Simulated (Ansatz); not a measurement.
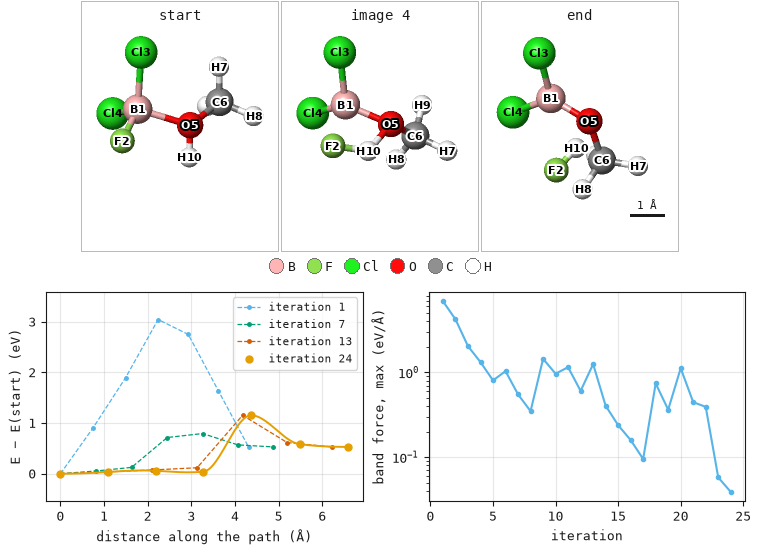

A search for the minimum-energy path of CH₄BCl₂FO by the nudged elastic band. Images are numbered from 0 (start) to 6 (end). The plot follows the band through its iterations. The picture is a ball-and-stick view, seen at a tilt.

These are results of Ansatz 0.2.0, RKS CAM-B3LYP-D4/cc-pVDZ, not measurements. Run with 5 movable images; climbing image; force threshold 0.05 eV/Å; iteration limit 60; starting path through a guess of the saddle point.

Q: Did the band converge, and can the barrier be trusted?

A: The run is converged, with reservations. The band converged in 24 iterations. The largest component of the band force went from 6.9 to 0.039 eV/Å. The climbing image converged on the top of the path. Its vibrational analysis gives one imaginary mode (906i cm⁻¹), as a transition state must have. The first iteration put the highest image at 3.05 eV. The highest point, image 4, lies 1.15 eV above the start and 0.62 eV above the end; the end is at +0.53 eV relative to the start.

Cost: 4.1 min on 4 threads of Arm Neoverse V2, on a shared host, peak memory 0.34 GiB.
